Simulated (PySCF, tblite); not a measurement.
# C2H13NSSi4: geometry, infrared bands and NMR shifts

What infrared bands and NMR shifts should C2H13NSSi4 (`CN1C[SiH2][Si@@H]([SiH3])S[SiH2]1`) show?

Programs: tblite 0.8.0 and PySCF 2.14.0, with density-fitted response routines of our own. Each step states its level of theory. These are calculated values for one molecule in the gas phase, unless marked as measured. Atoms count from 0, in the outputs and in this text.

## (1) Starting geometry

21 atoms, charge 0, multiplicity 1; geometry from: force field or distance geometry start.

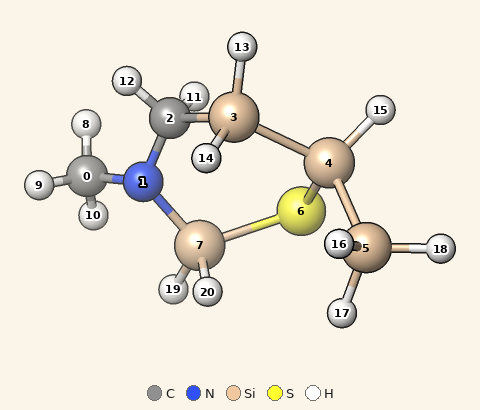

As it starts; carbon grey, nitrogen blue, silicon light orange, sulfur yellow, hydrogen white, atoms numbered; sticks join atoms by distance.

## (2) Optimising the geometry with GFN2-xTB

Job settings and geometry (Å):

```
{"job": {"kind": "relax", "xc": "GFN2-xTB", "basis": "xTB"}, "charge": 0, "multiplicity": 1}
C     -3.005200    -0.711300     0.098400
N     -1.624800    -0.379000     0.378600
C     -1.360900     1.000000     0.228000
Si     0.300500     1.604500     0.785500
Si     1.835200     0.847100    -0.641600
Si     3.481600    -0.253400     0.401600
S      0.829600    -0.661800    -1.808000
Si    -0.533300    -1.522700    -0.381700
H     -3.488000     0.130200    -0.442700
H     -3.534400    -0.889200     1.049000
H     -3.024500    -1.647600    -0.521700
H     -1.460600     1.223900    -0.873400
H     -2.197600     1.613300     0.707700
H      0.243800     3.063200     0.843900
H      0.534900     1.058300     2.142100
H      2.343100     1.953000    -1.450500
H      3.582200     0.104000     1.818600
H      3.183900    -1.715000     0.364600
H      4.732400    -0.040400    -0.337700
H     -1.197700    -2.725300    -0.906300
H      0.350900    -2.034800     0.699700
```

Run with:

```sh
> OMP_NUM_THREADS=1 python probes_run.py task.json out
```

This one command runs all jobs of the session in turn.

Standard output:

```text
step      E/eV     max force
  0    -653.53819    2.488
  1    -653.75026    0.805
  2    -653.83595    0.552
  3    -653.89577    0.608
  4    -653.98210    0.561
  5    -654.03729    0.456
  6    -654.07880    0.505
  7    -654.11569    0.441
  8    -654.14818    0.453
  9    -654.17462    0.433
 10    -654.19762    0.304
 11    -654.21467    0.298
 12    -654.22707    0.339
 13    -654.23883    0.283
 14    -654.24879    0.205
 15    -654.25778    0.271
 16    -654.26710    0.302
 17    -654.27510    0.216
 18    -654.28049    0.149
 19    -654.28434    0.139
 20    -654.28793    0.166
 21    -654.29199    0.166
 22    -654.29632    0.130
 23    -654.30045    0.129
 24    -654.30463    0.151
 25    -654.30984    0.213
 26    -654.31594    0.224
 27    -654.32101    0.159
 28    -654.32438    0.118
 29    -654.32694    0.144
 30    -654.32938    0.143
 31    -654.33180    0.117
 32    -654.33354    0.091
 33    -654.33445    0.076
 34    -654.33499    0.060
 35    -654.33548    0.054
 36    -654.33601    0.068
 37    -654.33655    0.064
 38    -654.33709    0.059
 39    -654.33756    0.048
 40    -654.33796    0.046
 41    -654.33833    0.057
 42    -654.33869    0.044
 43    -654.33910    0.053
 44    -654.33958    0.052
 45    -654.34015    0.058
 46    -654.34079    0.055
 47    -654.34140    0.053
 48    -654.34195    0.057
 49    -654.34248    0.049
 50    -654.34305    0.063
 51    -654.34371    0.062
 52    -654.34444    0.060
 53    -654.34510    0.064
 54    -654.34557    0.063
 55    -654.34593    0.056
 56    -654.34627    0.055
 57    -654.34668    0.059
 58    -654.34718    0.061
 59    -654.34773    0.060
 60    -654.34819    0.042
 61    -654.34851    0.036
 62    -654.34871    0.032
 63    -654.34887    0.024
 64    -654.34905    0.026
 65    -654.34925    0.031
 66    -654.34945    0.031
 67    -654.34961    0.030
 68    -654.34974    0.024
 69    -654.34986    0.023
 70    -654.34998    0.021
 71    -654.35009    0.023
 72    -654.35018    0.020
 73    -654.35026    0.019
 74    -654.35035    0.026
 75    -654.35046    0.025
 76    -654.35058    0.023
 77    -654.35069    0.022
 78    -654.35078    0.019
 79    -654.35085    0.019
 80    -654.35094    0.021
 81    -654.35108    0.034
 82    -654.35129    0.043
 83    -654.35158    0.038
 84    -654.35191    0.043
 85    -654.35230    0.047
 86    -654.35280    0.056
 87    -654.35343    0.064
 88    -654.35406    0.049
 89    -654.35452    0.038
 90    -654.35488    0.035
 91    -654.35526    0.059
 92    -654.35571    0.094
 93    -654.35636    0.072
 94    -654.35728    0.056
 95    -654.35773    0.056
 96    -654.35818    0.072
 97    -654.35874    0.053
 98    -654.35964    0.047
 99    -654.36038    0.064
100    -654.36147    0.099
101    -654.36140    0.116
102    -654.36287    0.063
103    -654.36344    0.057
104    -654.36436    0.059
105    -654.36530    0.073
106    -654.36685    0.094
107    -654.36708    0.116
108    -654.36958    0.081
109    -654.37053    0.081
110    -654.37246    0.152
111    -654.37350    0.085
112    -654.37463    0.073
113    -654.37606    0.057
114    -654.37734    0.060
115    -654.37882    0.113
116    -654.37990    0.080
117    -654.38193    0.086
118    -654.38282    0.074
119    -654.38390    0.066
120    -654.38503    0.063
121    -654.38560    0.054
122    -654.38677    0.070
123    -654.38776    0.090
124    -654.38958    0.097
125    -654.39157    0.097
126    -654.39338    0.127
127    -654.39470    0.129
128    -654.39588    0.083
129    -654.39722    0.072
130    -654.39899    0.081
131    -654.40117    0.084
132    -654.40306    0.088
133    -654.40474    0.091
134    -654.40631    0.082
135    -654.40782    0.092
136    -654.40953    0.116
137    -654.41116    0.161
138    -654.41274    0.100
139    -654.41425    0.093
140    -654.41609    0.086
141    -654.41742    0.087
142    -654.41864    0.072
143    -654.41945    0.076
144    -654.42029    0.088
145    -654.42103    0.086
146    -654.42211    0.083
147    -654.42328    0.079
148    -654.42477    0.093
149    -654.42600    0.094
150    -654.42725    0.057
151    -654.42793    0.062
152    -654.42839    0.041
153    -654.42880    0.055
154    -654.42942    0.062
155    -654.43004    0.057
156    -654.43072    0.059
157    -654.43133    0.061
158    -654.43187    0.051
159    -654.43232    0.041
160    -654.43283    0.046
161    -654.43329    0.051
162    -654.43378    0.046
163    -654.43427    0.054
164    -654.43485    0.066
165    -654.43557    0.069
166    -654.43645    0.061
167    -654.43740    0.071
168    -654.43829    0.066
169    -654.43905    0.052
170    -654.43968    0.048
171    -654.44022    0.063
172    -654.44084    0.055
173    -654.44179    0.061
174    -654.44308    0.074
175    -654.44416    0.073
176    -654.44511    0.059
177    -654.44584    0.056
178    -654.44661    0.060
179    -654.44747    0.069
180    -654.44848    0.079
181    -654.44962    0.075
182    -654.45114    0.092
183    -654.45265    0.131
184    -654.45482    0.138
185    -654.45721    0.112
186    -654.45929    0.090
187    -654.46000    0.110
188    -654.46136    0.091
189    -654.46237    0.106
190    -654.46356    0.069
191    -654.46498    0.064
192    -654.46571    0.058
193    -654.46641    0.044
194    -654.46685    0.057
195    -654.46731    0.052
196    -654.46788    0.054
197    -654.46867    0.055
198    -654.46916    0.056
199    -654.46973    0.049
200    -654.47025    0.048
201    -654.47064    0.047
202    -654.47099    0.061
203    -654.47140    0.061
204    -654.47186    0.045
205    -654.47227    0.043
206    -654.47252    0.035
207    -654.47274    0.045
208    -654.47301    0.044
209    -654.47349    0.055
210    -654.47392    0.054
211    -654.47422    0.039
212    -654.47437    0.028
213    -654.47450    0.026
214    -654.47466    0.032
215    -654.47484    0.037
216    -654.47504    0.034
217    -654.47523    0.031
218    -654.47537    0.022
219    -654.47548    0.025
220    -654.47558    0.025
221    -654.47570    0.025
222    -654.47581    0.023
223    -654.47590    0.023
224    -654.47597    0.019
225    -654.47603    0.014
226    -654.47611    0.019
227    -654.47620    0.021
228    -654.47630    0.019
229    -654.47639    0.021
230    -654.47647    0.020
231    -654.47657    0.017
232    -654.47668    0.026
233    -654.47682    0.034
234    -654.47697    0.037
235    -654.47711    0.030
236    -654.47722    0.024
237    -654.47730    0.019
238    -654.47736    0.016
239    -654.47741    0.017
240    -654.47747    0.021
241    -654.47752    0.019
242    -654.47757    0.015
243    -654.47762    0.016
244    -654.47767    0.015
245    -654.47772    0.014
246    -654.47777    0.017
247    -654.47781    0.013
248    -654.47785    0.014
249    -654.47787    0.013
250    -654.47789    0.008
```

Wall time 6 s (1 thread of Arm Neoverse N1, shared host); peak memory 0.18 GiB.

The steps of the relaxation: (not every step is listed)

| step | energy from step 0 (eV) | largest force (eV/Å) |
| --- | --- | --- |
| 0 | 0.0000 | 2.4876 |
| 1 | -0.2121 | 0.8051 |
| 2 | -0.2978 | 0.5519 |
| 3 | -0.3576 | 0.6083 |
| 4 | -0.4439 | 0.5610 |
| 5 | -0.4991 | 0.4556 |
| 6 | -0.5406 | 0.5046 |
| 7 | -0.5775 | 0.4406 |
| 8 | -0.6100 | 0.4526 |
| 31 | -0.7936 | 0.1172 |
| 54 | -0.8074 | 0.0628 |
| 77 | -0.8125 | 0.0220 |
| 100 | -0.8233 | 0.0992 |
| 123 | -0.8496 | 0.0900 |
| 146 | -0.8839 | 0.0829 |
| 169 | -0.9009 | 0.0524 |
| 192 | -0.9275 | 0.0577 |
| 215 | -0.9366 | 0.0371 |
| 238 | -0.9392 | 0.0164 |
| 245 | -0.9395 | 0.0137 |
| 246 | -0.9396 | 0.0168 |
| 247 | -0.9396 | 0.0127 |
| 248 | -0.9397 | 0.0137 |
| 249 | -0.9397 | 0.0127 |
| 250 | -0.9397 | 0.0085 |

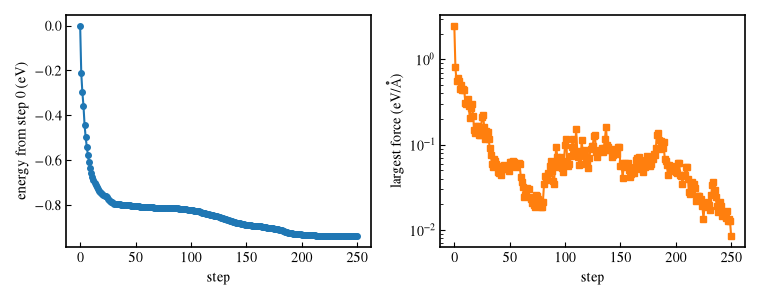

Energy and force, step by step.

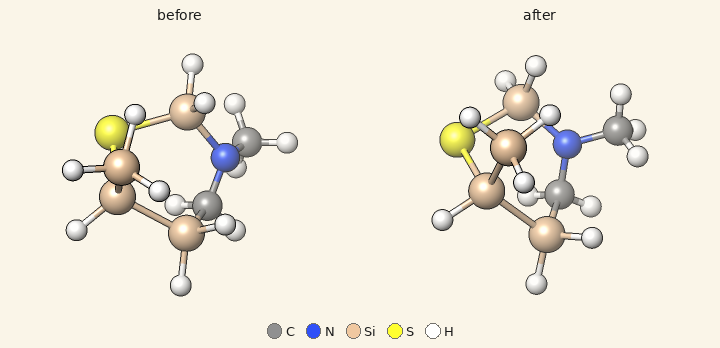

Before and after, at one scale.

Close pairs (by a distance rule), those that changed most:

| bond | before (Å) | after (Å) | change (Å) |
| --- | --- | --- | --- |
| Si3–Si4 | 2.228 | 2.334 | +0.106 |
| Si4–Si5 | 2.238 | 2.328 | +0.090 |
| C2–Si3 | 1.854 | 1.920 | +0.066 |
| C2–H12 | 1.143 | 1.092 | -0.051 |
| N1–C2 | 1.412 | 1.458 | +0.046 |
| N1–Si7 | 1.754 | 1.712 | -0.042 |
| Si4–S6 | 2.156 | 2.194 | +0.038 |
| C0–H10 | 1.123 | 1.087 | -0.036 |

The final coordinates are the input of the step that follows.

## (3) Vibrational analysis with GFN2-xTB

Job settings and geometry (Å):

```
{"job": {"kind": "ir", "xc": "GFN2-xTB", "basis": "xTB"}, "charge": 0, "multiplicity": 1}
C     -2.052829    -0.976982     0.974087
N     -1.348705    -0.372314    -0.122537
C     -1.542844     1.068672    -0.233939
Si    -0.048172     1.983041     0.550494
Si     1.781683     0.924435    -0.438859
Si     3.001115    -0.602675     0.825952
S      0.965410    -0.106716    -2.195343
Si    -0.607483    -1.291027    -1.362463
H     -3.138841    -0.930587     0.828534
H     -1.810061    -0.462931     1.908447
H     -1.763822    -2.021125     1.061943
H     -1.610633     1.339671    -1.290119
H     -2.501288     1.336139     0.216661
H     -0.256013     3.421243     0.340812
H     -0.080028     1.756689     2.003922
H      2.655003     1.871040    -1.144766
H      3.641342     0.115249     1.932823
H      2.137287    -1.625395     1.429445
H      4.055050    -1.321189     0.106995
H     -1.437339    -1.615041    -2.521492
H     -0.047753    -2.473256    -0.716366
```

Standard output:

```text
mode    cm-1     km/mol
  1      29.1      0.21
  2      42.2      0.21
  3      69.0      0.71
  4      83.6      0.56
  5     101.6      2.21
  6     124.2     10.63
  7     149.1      5.50
  8     179.3      1.19
  9     190.5      5.10
 10     241.6      2.23
 11     306.3      1.94
 12     349.6     35.47
 13     373.9      2.82
 14     385.8     15.63
 15     412.5     26.71
 16     440.4     16.23
 17     467.7      3.18
 18     482.5     10.16
 19     494.8    114.58
 20     506.0     30.57
 21     537.1     96.19
 22     548.0    351.71
 23     582.8     19.76
 24     607.4     22.57
 25     649.3    154.24
 26     692.6     86.17
 27     723.9     82.57
 28     754.2    307.08
 29     765.9    352.03
 30     776.7    114.57
 31     786.2    466.61
 32     796.5     34.72
 33     804.4    246.58
 34     816.9    191.58
 35    1037.0     51.84
 36    1105.4      3.41
 37    1119.9      4.91
 38    1206.5     50.09
 39    1261.4     11.52
 40    1324.3     79.86
 41    1424.0      1.20
 42    1474.5      3.50
 43    1487.5      1.01
 44    1507.3      4.44
 45    2172.7     86.06
 46    2182.2    235.31
 47    2203.9    185.32
 48    2212.1    447.49
 49    2227.1    328.11
 50    2247.6    220.53
 51    2253.1    338.09
 52    2290.6    207.95
 53    2897.5     75.91
 54    2936.7     30.47
 55    2949.9     48.74
 56    2950.3     36.10
 57    3034.0     25.68
```

Wall time 2.6 s (1 thread of Arm Neoverse N1, shared host); peak memory 0.18 GiB.

The strongest bands and the atoms that carry them (share of the mass-weighted mode):

```csv
cm⁻¹,km/mol,atoms
548,351.7,"H15 55 %, H14 17 %"
754,307.1,"H19 27 %, Si7 19 %, H20 16 %"
766,352.0,"H17 17 %, H18 17 %, H16 16 %, C2 10 %"
786,466.6,"H20 34 %, H19 25 %, H14 12 %, H13 11 %"
804,246.6,"H16 22 %, H17 15 %, H13 14 %, H14 12 %"
2212,447.5,H17 79 %
2227,328.1,H16 96 %
2253,338.1,"H19 79 %, H20 16 %"
```

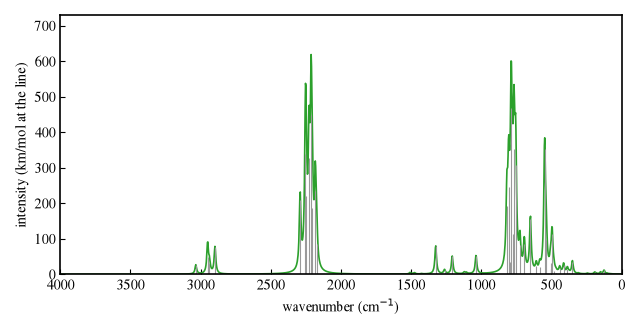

The infrared spectrum from these modes, unscaled. Lines are broadened to a width of 14 cm⁻¹ (Lorentzian).

## (4) Nuclear shieldings: PBE0/pcSseg-1

Settings changed since step 3:

```diff
@@ -1,2 +1,2 @@
-{"job": {"kind": "ir", "xc": "GFN2-xTB", "basis": "xTB"}, "charge": 0, "multiplicity": 1}
+{"job": {"kind": "nmr", "xc": "PBE0", "basis": "pcSseg-1"}, "charge": 0, "multiplicity": 1}
 C     -2.052829    -0.976982     0.974087
```

Method: GIAO PBE0/pcSseg-1 NMR shielding, non-relativistic, gas phase.

Standard output:

```text
coarse grid: 19416 points
cycle   1  E = -1694.0537151863  dE =  5.563e-01  |g| = 3.982e-01  |ddm| = 4.230e+00
cycle   2  E = -1694.0310715634  dE =  2.264e-02  |g| = 5.035e-01  |ddm| = 1.157e+00
cycle   3  E = -1694.0960860138  dE = -6.501e-02  |g| = 6.902e-02  |ddm| = 7.279e-01
cycle   4  E = -1694.0968360998  dE = -7.501e-04  |g| = 3.532e-02  |ddm| = 1.052e-01
cycle   5  E = -1694.0971228959  dE = -2.868e-04  |g| = 6.525e-03  |ddm| = 4.852e-02
cycle   6  E = -1694.0971325129  dE = -9.617e-06  |g| = 2.001e-03  |ddm| = 1.146e-02
final grid: 162696 points
cycle   7  E = -1694.1413818217  dE = -3.160e-05  |g| = 6.758e-03  |ddm| = 3.159e-02
cycle   8  E = -1694.1413724942  dE =  9.328e-06  |g| = 8.876e-03  |ddm| = 1.739e-02
cycle   9  E = -1694.1413928639  dE = -2.037e-05  |g| = 1.183e-03  |ddm| = 1.112e-02
cycle  10  E = -1694.1413931471  dE = -2.832e-07  |g| = 2.978e-04  |ddm| = 1.466e-03
cycle  11  E = -1694.1413931644  dE = -1.735e-08  |g| = 5.470e-05  |ddm| = 2.785e-04
cycle  12  E = -1694.1413931651  dE = -6.939e-10  |g| = 2.034e-05  |ddm| = 8.912e-05
converged SCF energy = -1694.1413931651

GIAO shielding tensors (ppm)
atom      isotropic    diamagn.    paramagn.     s11        s22        s33       span
  0 C      148.101     243.491     -95.390    120.798    138.245    185.261     64.463
  1 N      256.705     331.433     -74.728    219.273    267.547    283.294     64.020
  2 C      152.396     249.466     -97.070    124.462    137.238    195.489     71.027
  3 Si     427.479     880.948    -453.469    372.664    439.012    470.761     98.097
  4 Si     407.758     880.909    -473.151    346.216    408.244    468.814    122.598
  5 Si     461.715     880.380    -418.666    433.151    473.567    478.426     45.275
  6 S      816.233    1061.675    -245.442    770.477    814.263    863.959     93.482
  7 Si     374.536     881.927    -507.391    328.753    359.814    435.041    106.288
  8 H       29.196      28.164       1.031     23.894     26.585     37.108     13.213
  9 H       28.846      30.686      -1.840     23.554     27.718     35.265     11.711
 10 H       29.101      30.161      -1.060     24.481     27.194     35.628     11.147
 11 H       28.298      31.394      -3.097     24.880     26.547     33.466      8.586
 12 H       29.451      30.694      -1.244     24.725     27.878     35.749     11.024
 13 H       27.587      29.510      -1.923     23.228     24.835     34.698     11.470
 14 H       27.519      30.293      -2.774     24.426     25.879     32.252      7.826
 15 H       26.678      29.717      -3.039     22.896     24.528     32.610      9.714
 16 H       28.237      28.875      -0.638     24.494     25.799     34.420      9.926
 17 H       27.967      29.899      -1.932     24.011     27.805     32.084      8.072
 18 H       28.006      28.863      -0.857     24.363     25.566     34.089      9.727
 19 H       26.275      29.590      -3.315     21.101     24.332     33.391     12.291
 20 H       26.408      31.568      -5.160     23.201     24.784     31.240      8.039
```

Wall time 92 s (1 thread of Arm Neoverse N1, shared host); peak memory 1.1 GiB.

The references, computed at this level on geometries of the same kind, shield at (ppm): ¹H TMS 31.72, ¹³C TMS 186.9, ²⁹Si TMS 349.2, ¹⁵N NH3 267.7, ³³S CS2 504. Their shielding less the atom's gives the shift. The references are single molecules in the gas phase, so shifts against H2O, NH3, PH3, H3PO4 or CFCl3 are not on the usual liquid scales and can be off by tens of ppm. Atoms listed in one row are averaged.

```
        atoms                                                    environment  σ (ppm)  δ (ppm)  δ scaled to CDCl3
           C0                                      methyl carbon bonded to N    148.1     38.8               36.0
           C2                                     sp3 CH2 bonded to N and Si    152.4     34.5               31.8
          H19     hydrogen on a silicon bonded to N, S, in a 6-membered ring    26.27     5.44                  –
          H20     hydrogen on a silicon bonded to N, S, in a 6-membered ring    26.41     5.31                  –
          H15  hydrogen on a silicon bonded to S, 2 Si, in a 6-membered ring    26.68     5.04                  –
          H14    hydrogen on a silicon bonded to C, Si, in a 6-membered ring    27.52     4.20                  –
          H13    hydrogen on a silicon bonded to C, Si, in a 6-membered ring    27.59     4.13                  –
H16, H17, H18                             hydrogen on a silicon bonded to Si    28.07     3.65                  –
          H11                      hydrogen on an sp3 CH2 bonded to N and Si    28.30     3.42               3.33
  H8, H9, H10                        hydrogen on a methyl carbon bonded to N    29.05     2.67               2.62
          H12                      hydrogen on an sp3 CH2 bonded to N and Si    29.45     2.27               2.24
           N1               nitrogen bonded to 2 C, Si, in a 6-membered ring    256.7     11.0                  –
          Si7              silicon bonded to N, S, 2 H, in a 6-membered ring    374.5    -25.4                  –
          Si4             silicon bonded to S, 2 Si, H, in a 6-membered ring    407.8    -58.6                  –
          Si3             silicon bonded to C, Si, 2 H, in a 6-membered ring    427.5    -78.3                  –
          Si5                                      silicon bonded to Si, 3 H    461.7   -112.6                  –
           S6                    sulfur bonded to 2 Si, in a 6-membered ring      816     -313                  –
```

The scaled column applies a straight-line fit of computed shieldings to shifts measured in CDCl3, with any fitted terms for Cl, Br or S neighbours (root-mean-square error 0.16 ppm for H, 1.9 ppm for C).

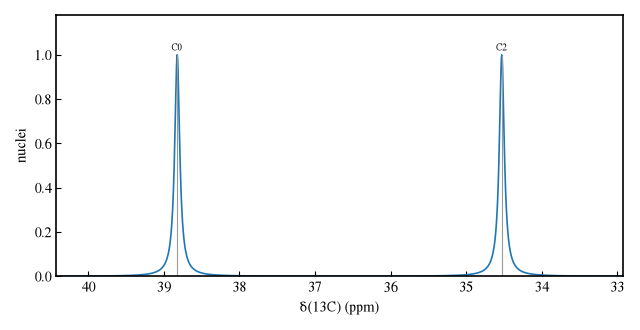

¹³C lines at the computed shifts, without couplings. Lines are broadened to a width of 0.08 ppm (Lorentzian).

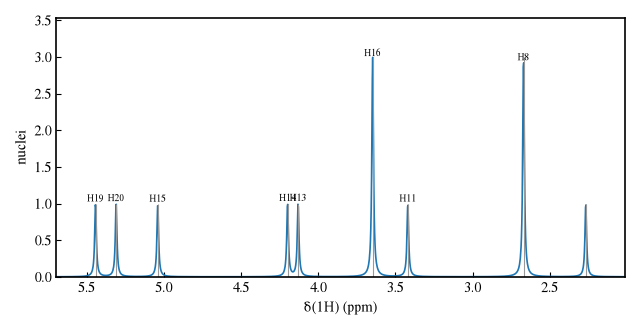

¹H lines at the computed shifts, without couplings. Lines are broadened to a width of 0.01 ppm (Lorentzian).

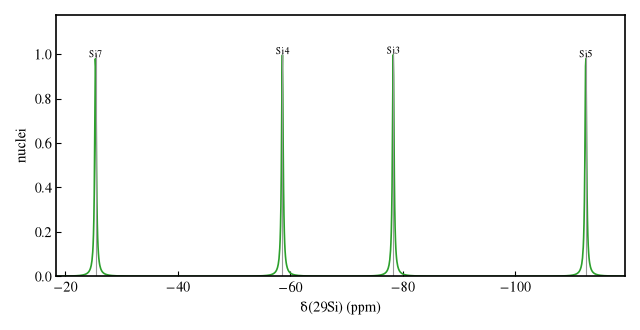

²⁹Si lines at the computed shifts, without couplings. Lines are broadened to a width of 0.35 ppm (Lorentzian).

The run also stored atomic charges by several schemes (e):

| atoms | Mulliken | IAO | Hirshfeld | ESP fit |
| --- | --- | --- | --- | --- |
| C0 | -0.05 | -0.29 | -0.07 | -0.35 |
| N1 | -0.81 | -0.52 | -0.17 | -0.21 |
| C2 | -0.29 | -0.41 | -0.11 | -0.19 |
| Si3 | 0.43 | 0.45 | 0.24 | 0.26 |
| Si4 | 0.00 | 0.24 | 0.16 | 0.15 |
| Si5 | 0.28 | 0.30 | 0.21 | 0.16 |
| S6 | -0.52 | -0.44 | -0.19 | -0.39 |
| Si7 | 0.75 | 0.81 | 0.33 | 0.53 |

Mulliken charges:

C0 -0.05; N1 -0.81; C2 -0.29; Si3 0.43; Si4 0.00; Si5 0.28; S6 -0.52; Si7 0.75; H8 0.11; H9 0.11; H10 0.12; H11 0.15; H12 0.14; H13 -0.05; H14 -0.05; H15 0.02; H16 -0.06; H17 -0.06; H18 -0.04; H19 -0.08; H20 -0.08

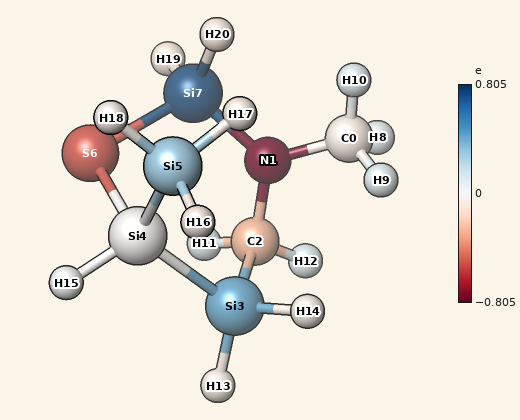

Mulliken charges, as colours on the atoms.

Mayer bond orders: C0–N1 0.95, N1–C2 0.90, C2–Si3 0.91, Si3–Si4 0.83, Si4–Si5 0.86, Si4–S6 0.90, S6–Si7 0.94, Si7–N1 0.97.

Ring of atoms N1, C2, Si3, Si4, S6, Si7: NICS(0) -2.7, NICS(1) -2.7, NICS(1)zz 3.8 ppm (means of both faces).

## (5) What came out

```
                                                              quantity                                                     value
                             strongest single infrared mode (GFN2-xTB)                                      786 cm⁻¹, 467 km/mol
                                          zero-point energy (GFN2-xTB)                                             86.9 kcal/mol
                                ¹³C shifts against TMS (PBE0/pcSseg-1)                                            38.8, 34.5 ppm
¹H shifts against TMS (PBE0/pcSseg-1, means over atoms taken as alike)  5.44, 5.31, 5.04, 4.20, 4.13, 3.65, 3.42, 2.67, 2.27 ppm
                                ¹⁵N shifts against NH3 (PBE0/pcSseg-1)                                                  11.0 ppm
                               ²⁹Si shifts against TMS (PBE0/pcSseg-1)                           -25.4, -58.6, -78.3, -112.6 ppm
                                ³³S shifts against CS2 (PBE0/pcSseg-1)                                                  -313 ppm
```

In words: The optimisation took 250 steps and gained 0.940 eV; among the close pairs (by a distance rule), Si3–Si4 changed most, from 2.228 to 2.334 Å. No mode is imaginary among the 57: a minimum at this level. The strongest single mode, at 786 cm⁻¹, is carried by H20, H19, H14, H13. GFN2-xTB is a fitted tight-binding method: band positions and strengths are rough. Its intensities can rank the bands wrongly. At PBE0/pcSseg-1: Shielding is most anisotropic at Si4 (span 123 ppm, paramagnetic term -473 ppm).
